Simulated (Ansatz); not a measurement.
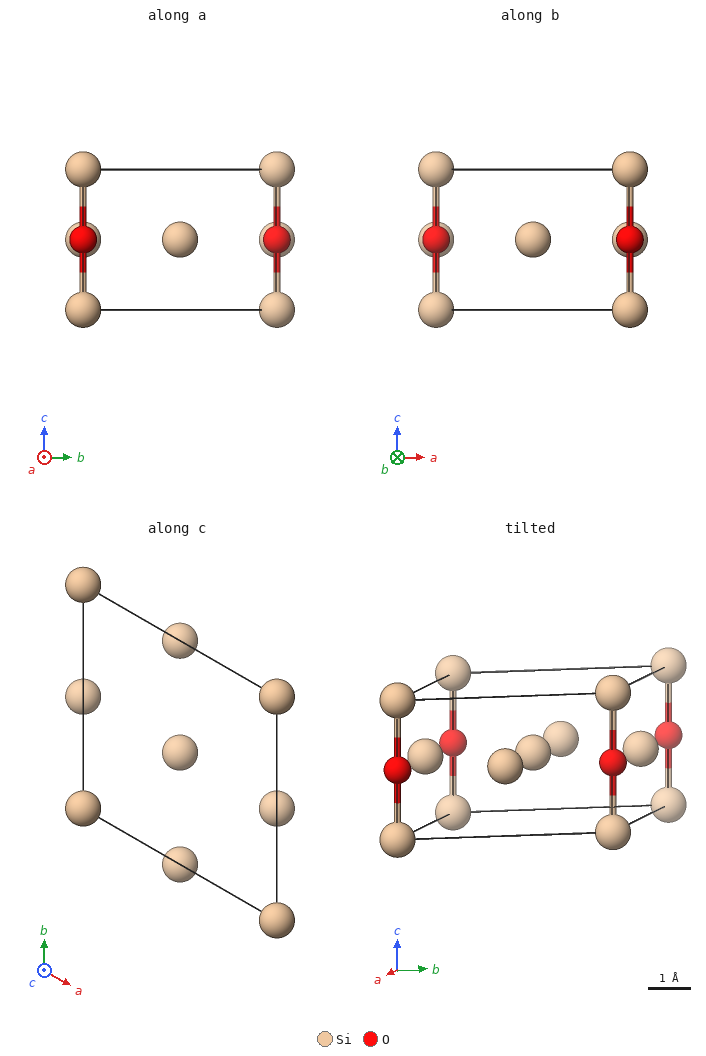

Shown here is a ball-and-stick view of the crystal, taken along the a axis, along the b axis, along the c axis and slightly off an axis. The conventional unit cell is drawn as a box.

Lattice parameters: a = 5.359 Å, b = 5.359 Å, c = 3.364 Å, α = 90.00°, β = 90.00°, γ = 120.00°. Put a along x and b in the xy plane.

> Transcribe the picture into a POSCAR file.

```
Si O
1.0
     5.359    0.000    0.000
    -2.679    4.641    0.000
     0.000    0.000    3.364
Si O
4 1
Direct
  0.5000 0.0000 0.5000
  0.0000 0.5000 0.5000
  0.5000 0.5000 0.5000
  0.0000 0.0000 0.0000
  0.0000 0.0000 0.5000
```

The cell started as a random cell made by a generator, so it need not be a real form of the compound. Earlier steps of the study, as a rule a relaxation of our own, may have changed the cell and positions, so they can lie some per cent off the listed ones. Ansatz was used for an electronic-structure calculation on it.
